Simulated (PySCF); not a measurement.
# One shape, several levels: CH7FOSi2 (SMILES C[SiH](F)[SiH2]O)

Wanted: a comparison of 3 runs (HF/6-31G*, wB97X/6-311+G**, BP86/def2-TZVP) of CH7FOSi2. The job is set up through a Python script.

Program for the calculation: PySCF 2.14.0.

### Step 1. Starting point

CH7FOSi2 has 12 atoms, charge 0, and is taken as a singlet. SMILES: `C[SiH](F)[SiH2]O`. The coordinates come from a PBE0-D4/def2-TZVP relaxation. This is one conformer, not always the lowest.

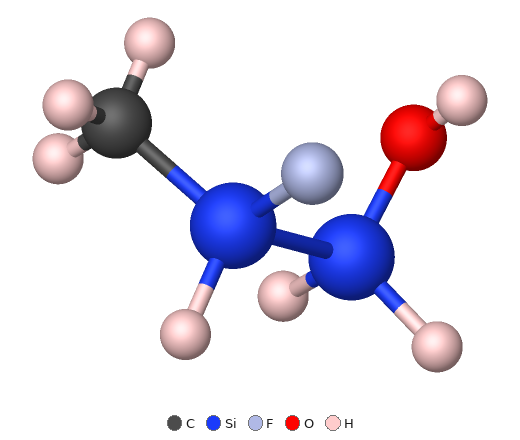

The structure, seen from a chosen angle (carbon dark grey, silicon blue, fluorine light blue, oxygen red, hydrogen pink).

### Step 2. Energy and forces at HF/6-31G(d) (spherical functions) (run 1)

Contents of run.py:

```python
import pyscf.grad
from pyscf import gto

molecule = gto.M(
    atom='''
C     -1.158100    -0.248700     1.485900
Si     0.512400    -0.490500     0.704200
F      1.551900     0.530000     1.404400
Si     0.529000    -0.010400    -1.600200
O      0.107400     1.565500    -1.886100
H     -1.106600    -0.394600     2.567600
H     -1.546400     0.752700     1.288100
H     -1.868400    -0.973500     1.077800
H      1.011000    -1.869100     0.974600
H      1.868800    -0.327900    -2.176400
H     -0.489700    -0.830900    -2.305900
H      0.665800     2.242100    -1.500300
''',
    spin=0,
    basis='6-31g*',
    verbose=4,
    max_memory=1860,
)

mf = molecule.RHF()
mf.conv_tol = 1e-10
mf.kernel()
if not mf.converged:
    mf = mf.newton().run(mf.mo_coeff, mf.mo_occ)

energy = mf.e_tot
print(f'total energy: {energy:.8f} hartree')
grad = mf.Gradients().kernel()
mf.analyze()
```

On the command line:

```
$ OMP_NUM_THREADS=1 python run.py
```

The program printed:

```text
PySCF version 2.14.0

[... 96 lines left out ...]
MO #7   energy= -6.13936196894927  occ= 2
[... 16 lines left out ...]
MO #24  energy= -0.558179399180713 occ= 2
[... 16 lines left out ...]
MO #41  energy= 0.3471783160643    occ= 0
[... 16 lines left out ...]
MO #58  energy= 0.993884465837306  occ= 0
[... 16 lines left out ...]
MO #75  energy= 1.68882190438137   occ= 0
[... 16 lines left out ...]
MO #92  energy= 3.19194829337079   occ= 0
[... 107 lines left out ...]
Dipole moment(X, Y, Z, Debye): -0.33283, -0.43770,  0.52130
```

It took 19 s on 1 thread of Intel Xeon at 2.70GHz, shared host; peak memory 0.19 GiB.

### Step 3. Energy and gradient at wB97X/6-311+G(d,p) (run 2)

Contents of mol.xyz:

```xyz
12
CH7FOSi2
C     -1.158100    -0.248700     1.485900
Si     0.512400    -0.490500     0.704200
F      1.551900     0.530000     1.404400
Si     0.529000    -0.010400    -1.600200
O      0.107400     1.565500    -1.886100
H     -1.106600    -0.394600     2.567600
H     -1.546400     0.752700     1.288100
H     -1.868400    -0.973500     1.077800
H      1.011000    -1.869100     0.974600
H      1.868800    -0.327900    -2.176400
H     -0.489700    -0.830900    -2.305900
H      0.665800     2.242100    -1.500300
```

Contents of run.py:

```python
import pyscf.grad
from pyscf import gto, dft

molecule = gto.Mole()
molecule.atom = 'mol.xyz'
molecule.max_memory = 1860
molecule.verbose = 3
molecule.basis = '6-311+g**'
molecule.build()

calc0 = dft.RKS(molecule)
calc0.xc = 'wb97x'
calc0.conv_tol = 1e-10
calc0.grids.level = 5
calc0.kernel()
if not calc0.converged:
    calc0 = calc0.newton().run(calc0.mo_coeff, calc0.mo_occ)

e_tot = calc0.e_tot
print(f'total energy: {e_tot:.8f} hartree')
grad = calc0.Gradients().kernel()
calc0.analyze()
```

On the command line:

```
$ OMP_NUM_THREADS=1 python run.py
```

The program printed:

```text
converged SCF energy = -796.49540444991
[... 32 lines left out ...]
MO #23  energy= -0.524518745719196 occ= 2
[... 28 lines left out ...]
MO #52  energy= 0.279990361089941  occ= 0
[... 28 lines left out ...]
MO #81  energy= 0.788732470723143  occ= 0
[... 28 lines left out ...]
MO #110 energy= 1.6684843801397    occ= 0
[... 28 lines left out ...]
MO #139 energy= 3.21424644647269   occ= 0
[... 28 lines left out ...]
MO #168 energy= 141.106969953856   occ= 0
[... 13 lines left out ...]
Dipole moment(X, Y, Z, Debye): -0.50103, -0.61715,  0.42275
```

It took 3.6 min on 1 thread of Intel Xeon at 2.70GHz, shared host; peak memory 2.2 GiB.

### Step 4. Energy and forces at BP86/def2-TZVP (run 3)

Contents of run.py:

```python
import pyscf.grad
from pyscf import gto, dft

mol = gto.Mole()
mol.atom = [
    ('C', (-1.158100, -0.248700, 1.485900)),
    ('Si', (0.512400, -0.490500, 0.704200)),
    ('F', (1.551900, 0.530000, 1.404400)),
    ('Si', (0.529000, -0.010400, -1.600200)),
    ('O', (0.107400, 1.565500, -1.886100)),
    ('H', (-1.106600, -0.394600, 2.567600)),
    ('H', (-1.546400, 0.752700, 1.288100)),
    ('H', (-1.868400, -0.973500, 1.077800)),
    ('H', (1.011000, -1.869100, 0.974600)),
    ('H', (1.868800, -0.327900, -2.176400)),
    ('H', (-0.489700, -0.830900, -2.305900)),
    ('H', (0.665800, 2.242100, -1.500300)),
]
mol.basis = 'def2-tzvp'
mol.max_memory = 1860
mol.verbose = 4
mol.charge = 0
mol.spin = 0
mol.build()

ks = dft.RKS(mol)
ks.xc = 'bp86'
ks.grids.level = 5
ks.conv_tol = 1e-10
ks.kernel()
if not ks.converged:
    ks = ks.newton().run(ks.mo_coeff, ks.mo_occ)

etot = ks.e_tot
print('E(%s) = %.9f' % ('BP86', etot))
grad = ks.Gradients().kernel()
dip = ks.dip_moment()
pop, q = ks.mulliken_pop()
```

On the command line:

```
$ OMP_NUM_THREADS=1 python run.py
```

The program printed:

```text
PySCF version 2.14.0

[... 85 lines left out ...]
converged SCF energy = -796.647219059465
[... 13 lines left out ...]
Dipole moment(X, Y, Z, Debye): -0.54079,  0.01125,  0.48077
[... 222 lines left out ...]
charge of   11H =      0.31638
```

It took 5.1 min on 1 thread of Intel Xeon at 2.70GHz, shared host; peak memory 1.7 GiB.

### Step 5. All runs side by side

| run | level | integration grid | energy (Eh) | dipole moment (D) | HOMO energy (eV) | LUMO energy (eV) | wall time |
| --- | --- | --- | --- | --- | --- | --- | --- |
| 1 | HF/6-31G* (spherical functions) | – | -794.173562 | 0.76 | -10.52 | 2.92 | 19 s |
| 2 | wB97X/6-311+G** | 5 | -796.495404 | 0.90 | -10.05 | 1.01 | 3.6 min |
| 3 | BP86/def2-TZVP | 5 | -796.647219 | 0.72 | -6.48 | -1.57 | 5.1 min |

### Step 6. Summary of results

```
                       quantity          value
            run 3: total energy  -796.64722 Eh
           run 3: dipole moment         0.72 D
             run 3: HOMO energy       -6.48 eV
             run 3: LUMO energy       -1.57 eV
           run 3: HOMO–LUMO gap        4.91 eV
run 3: largest force on an atom     0.630 eV/Å
```

**Reading.** The dipole moment (its size) runs from 0.72 D (BP86/def2-TZVP) to 0.90 D (wB97X/6-311+G**). The two ends differ in method and basis. The HOMO–LUMO gap runs from 4.91 eV (BP86/def2-TZVP) to 13.44 eV (HF/6-31G*). Totals of different functionals can't be ranked against each other. All runs together took 9.1 min, the longest 5.1 min.
